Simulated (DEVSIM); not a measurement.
Structure: GaN p-n junction from an implanted or diffused profile, at 300 K.

| layer (left to right) | material | thickness (μm) | Nd (cm⁻³) | τn (s) | τp (s) |
|---|---|---|---|---|---|
| 1 | GaN | 7.90 | 2.1e17 | 1.3e-9 | 1.3e-9 |

Added acceptor profile: 1.5e18 cm⁻³ × exp(−(x − 0.02 μm)²/(2·(0.25 μm)²)). Left contact: ohmic. Right contact: ohmic. Voltage is applied to the left contact. Recombination: SRH at mid-gap, radiative. Mobility is μmin + (μ − μmin)/(1 + (N/Nref)^α).

The device is made up for the run: typed textbook-type constants, with dimensions and the other settings drawn at random. Values at 300 K.

| parameter | GaN |
|---|---|
| gap (eV) | 3.43 |
| affinity (eV) | 4.1 |
| permittivity | 9.5 |
| Nc (cm⁻³) | 2.3e18 |
| Nv (cm⁻³) | 4.6e19 |
| μn (cm²/Vs) | 1200 |
| μp (cm²/Vs) | 100 |
| μn,min | 55 |
| μp,min | 3 |
| Nref,n | 2e17 |
| Nref,p | 3e17 |
| αn | 1 |
| αp | 2 |
| B (cm³/s) | 1e-11 |

DEVSIM, 1D drift-diffusion, Boltzmann statistics, complete ionisation; no tunnelling, impact ionisation, image-force lowering or self-heating.

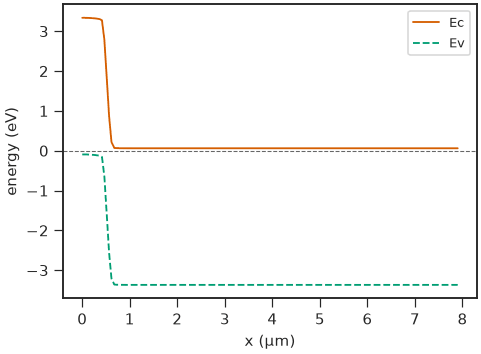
Fig. 1. Band edges at zero bias

Energies count from the Fermi level of the right contact; mesh points crowd at the junctions.

```csv
x (μm),Ec (eV),Ev (eV),n (cm⁻³),p (cm⁻³),field (V/cm)
0.000,3.337,-0.092,< 1e2,1.3e18,80
0.01772,3.338,-0.092,< 1e2,1.3e18,11
0.04478,3.337,-0.093,< 1e2,1.3e18,-120
0.08106,3.337,-0.093,< 1e2,1.2e18,-300
0.1584,3.333,-0.097,< 1e2,1.1e18,-680
0.2417,3.325,-0.105,< 1e2,8.0e17,-1200
0.3690,3.304,-0.126,< 1e2,3.5e17,-2400
0.5650,0.861,-2.569,7900,< 1e2,-170000
0.7250,0.066,-3.364,1.8e17,< 1e2,-460
0.8700,0.062,-3.368,2.1e17,< 1e2,-80
1.030,0.062,-3.368,2.1e17,< 1e2,≈ 0
1.242,0.062,-3.368,2.1e17,< 1e2,≈ 0
1.626,0.062,-3.368,2.1e17,< 1e2,≈ 0
2.459,0.062,-3.368,2.1e17,< 1e2,≈ 0
5.051,0.062,-3.368,2.1e17,< 1e2,≈ 0
6.361,0.062,-3.368,2.1e17,< 1e2,≈ 0
7.107,0.062,-3.368,2.1e17,< 1e2,≈ 0
7.480,0.062,-3.368,2.1e17,< 1e2,≈ 0
7.735,0.062,-3.368,2.1e17,< 1e2,≈ 0
7.821,0.062,-3.368,2.1e17,< 1e2,≈ 0
7.868,0.062,-3.368,2.1e17,< 1e2,≈ 0
7.900,0.062,-3.368,2.1e17,< 1e2,≈ 0
```
